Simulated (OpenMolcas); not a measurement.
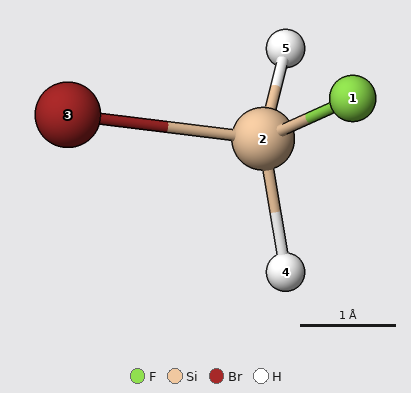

Figure 1. The input geometry (ball-and-stick view, seen at a tilt; atoms are numbered from 1 in the order of the input). Bond lengths as drawn: Br–Si 2.19 Å, F–Si 1.60 Å and H–Si 1.44 Å.

**SiH2BrF: excited-state calculation (part 1 of 2)**

- system: SiH2BrF, SMILES F[SiH2]Br
- method: CASSCF/6-31G (OpenMolcas 26.06)

The geometry comes from this level: GFN2-xTB.

Input file
```
* BrFH2Si CASSCF

&GATEWAY
 XBAS
 F.6-31G
 Si.6-31G
 Br.6-31G
 H.6-31G
 End of Basis
 ZMAT
 F1
 Si2 1 1.597487
 Br3 2 2.193373 1 105.73011
 H4 2 1.443711 1 106.77876 3 -115.6125
 H5 2 1.443746 4 119.38847 1 121.05349
 End of ZMAT

&SEWARD

&RASSCF
 FILEORB = $CurrDir/step2.RasOrb
 SPIN = 1
 NACTEL = 6 0 0
 INACTIVE = 27
 RAS2 = 6
 CIROOT = 2 2 1
 ORBLISTING = Nothing

&RASSI
 NROFJOBIPHS = 1 all
```

Command:
```bash
export MOLCAS_MEM=1860
pymolcas step14.inp > step14.log
```

Log
```
--- Start Module: gateway ---

                                              &GATEWAY

                       available to each process: 1.9 GB of memory, 1 thread

++    Symmetry information:
      ---------------------

                    Character Table for C1

                             E
                    a        1  x, y, xy, Rz, z, xz, Ry, yz, Rx, I
--

++    Basis set information:
      ----------------------

      Basis set label: F.6-31G.....

      Electronic valence basis set:
      ------------------
      Associated Effective Charge   9.000000 au
      Associated Actual Charge      9.000000 au
      Nuclear Model: Point charge

      Shell  nPrim  nBasis  Cartesian Spherical Contaminant
         s      10       3        X
         p       4       2        X

      Basis set label: SI.6-31G.....

      Electronic valence basis set:
      ------------------
      Associated Effective Charge  14.000000 au
      Associated Actual Charge     14.000000 au
      Nuclear Model: Point charge

      Shell  nPrim  nBasis  Cartesian Spherical Contaminant
         s      16       4        X
         p      10       3        X

      Basis set label: BR.6-31G.....

      Electronic valence basis set:
      ------------------
      Associated Effective Charge  35.000000 au
      Associated Actual Charge     35.000000 au
      Nuclear Model: Point charge

      Shell  nPrim  nBasis  Cartesian Spherical Contaminant
         s      22       5        X
         p      16       4        X
         d       4       2        X

      Basis set label: H.6-31G.....

      Electronic valence basis set:
      ------------------
      Associated Effective Charge   1.000000 au
      Associated Actual Charge      1.000000 au
      Nuclear Model: Point charge

      Shell  nPrim  nBasis  Cartesian Spherical Contaminant
         s       4       2        X
--

++    Molecular structure info:
      -------------------------

                    ************************************************
                    **** Cartesian Coordinates / bohr, angstrom ****
                    ************************************************

     Center  Label                x              y              z                     x              y              z
        1      F1               0.000000       0.000000       0.000000              0.000000       0.000000       0.000000
        2      SI2              0.000000       0.000000       3.018813              0.000000       0.000000       1.597487
        3      BR3              3.989646       0.000000       4.142515              2.111230       0.000000       2.192124
        4      H4              -1.129152      -2.355402       3.806387             -0.597521      -1.246425       2.014253
        5      H5              -1.129251       2.355441       3.806358             -0.597574       1.246446       2.014238

                    ***************************************
                    *    InterNuclear Distances / bohr    *
                    ***************************************

               1 F1            2 SI2           3 BR3           4 H4            5 H5
    1 F1       0.000000
    2 SI2      3.018813        0.000000
    3 BR3      5.751322        4.144874        0.000000
    4 H4       4.616436        2.728218        5.644732        0.000000
    5 H5       4.616456        2.728285        5.644839        4.710843        0.000000

                    *******************************************
                    *    InterNuclear Distances / angstrom    *
                    *******************************************

               1 F1            2 SI2           3 BR3           4 H4            5 H5
    1 F1       0.000000
    2 SI2      1.597487        0.000000
    3 BR3      3.043468        2.193373        0.000000
    4 H4       2.442913        1.443711        2.987063        0.000000
    5 H5       2.442923        1.443746        2.987120        2.492871        0.000000

                    **************************************
                    *    Valence Bond Angles / degree    *
                    **************************************
                          Atom centers                 Phi
                      4 H4       2 SI2      5 H5       119.39
--

            Nuclear Potential Energy            241.50176888 au

--- Stop Module: gateway /rc=_RC_ALL_IS_WELL_ ---

--- Start Module: seward ---

                                              &SEWARD

                       available to each process: 1.9 GB of memory, 1 thread

               SEWARD will generate:
                  Multipole Moment integrals up to order  2
                  Kinetic Energy integrals
                  Nuclear Attraction integrals (point charge)
                  One-Electron Hamiltonian integrals
                  Velocity integrals
                  Orbital angular momentum around (  2.4438   0.0000   3.2761 )
                  Velocity quadrupole around (  2.4438   0.0000   3.2761 )
                  Two-Electron Repulsion integrals

                   Integrals are discarded if absolute value <: 1.00E-14
                   Integral cutoff threshold is set to       <: 1.00E-16

            Nuclear Potential Energy            241.50176888 au

      Basis set specifications :
      Symmetry species         a
      Basis functions           55

--- Stop Module: seward /rc=_RC_ALL_IS_WELL_ ---
--- Module seward spent 1 second ---

--- Start Module: rasscf ---

                                              &RASSCF

                       available to each process: 1.9 GB of memory, 1 thread

      Header of the ONEINT file:
      --------------------------

      OrdInt status: non-squared

      Cartesian coordinates in angstrom:
      -----------------------------------------------------
      No.  Label        X            Y            Z
      -----------------------------------------------------
       1   F1         0.00000000   0.00000000   0.00000000
       2   SI2        0.00000000   0.00000000   1.59748700
       3   BR3        2.11122988   0.00000000   2.19212428
       4   H4        -0.59752129  -1.24642523   2.01425300
       5   H5        -0.59757375   1.24644570   2.01423780
      -----------------------------------------------------
      Nuclear repulsion energy =  241.50176888

++    Wave function specifications:
      -----------------------------

      Number of closed shell electrons          54
      Number of electrons in active shells       6
      Max number of holes in RAS1 space          0
      Max nr of electrons in RAS3 space          0
      Number of inactive orbitals               27
      Number of active orbitals                  6
      Number of secondary orbitals              22
      Spin quantum number                      0.0
      State symmetry                             1
--

++    Orbital specifications:
      -----------------------

      Symmetry species                           1
                                                 a
      Frozen orbitals                            0
      Inactive orbitals                         27
      Active orbitals                            6
      RAS1 orbitals                              0
      RAS2 orbitals                              6
      RAS3 orbitals                              0
      Secondary orbitals                        22
      Deleted orbitals                           0
      Number of basis functions                 55
--

++    CI expansion specifications:
      ----------------------------

      Number of CSFs                           175
      Number of spin combinations              210
      Number of determinants                   400
      Number of root(s) required                 2
      Root chosen for geometry opt.              2
      CI roots used                              1     2
      weights                                0.500 0.500
      highest root included in the CI            2
      max. size of the explicit Hamiltonian    175
--

++    Optimization specifications:
      ----------------------------

      RASSCF algorithm: Conventional
      Maximum number of macro iterations       200
      Maximum number of SX iterations          100
      Threshold for RASSCF energy            1.000E-08
      Threshold for max MO rotation          1.000E-01
      Threshold for max BLB element          1.000E-04
      Level shift parameter                  5.000E-01
      Make Quasi-Newton update
--

      The MO-coefficients are taken from the file:
      step2.RasOrb
      Title: RASSCF average (pseudo-natural) orbitals

      Total molecular charge    0.00

      ************************************************************************************************************************
      *                                            Wave function control section                                             *
      ************************************************************************************************************************

                                         RASSCF iterations: Energy and convergence statistics
                                         ----------------------------------------------------

          iter iter root      energy       change     param      element    value   shift minimum  type update hh:mm:ss
 Nr of preliminary CI iterations:   1
      Total energies have been shifted. Add                -2000.00 au
        1   1    5    0  -961.44907164    0.00E+00   1.14E-04   26  31 1  7.47E-06   0.19   0.00    SX    NO    0:00:00
        2   1    5    0  -961.44907164   -2.98E-09   6.70E-05   23  33 1 -3.79E-06   0.19   0.00    SX    NO    0:00:00
        3   1    5    0  -961.44907165   -8.27E-10  -5.15E-05   23  33 1 -2.04E-06   0.19   0.00    SX    NO    0:00:00
        4   1    4    0  -961.44907165   -3.70E-10  -4.27E-05   31  34 1  1.76E-06   0.19   0.00    SX    NO    0:00:00
      Convergence after  4 iterations
        5   1    4    0  -961.44907165   -2.04E-10  -4.27E-05   31  34 1  1.67E-06   0.19   0.00    SX    NO    0:00:00

      ************************************************************************************************************************
                                                      Wave function printout:
                       occupation of active orbitals, and spin coupling of open shells (u,d: Spin up or down)
      ************************************************************************************************************************

      Note: transformation to natural orbitals
      has been made, which may change the order of the CSFs.

      printout of CI-coefficients larger than  0.05 for root  1
      energy=   -2961.589075
      conf/sym  111111     Coeff  Weight
             1  222000  -0.98558 0.97137
             8  u22d00  -0.07018 0.00492
            40  ud2002   0.06006 0.00361
            46  022002   0.05287 0.00279
```
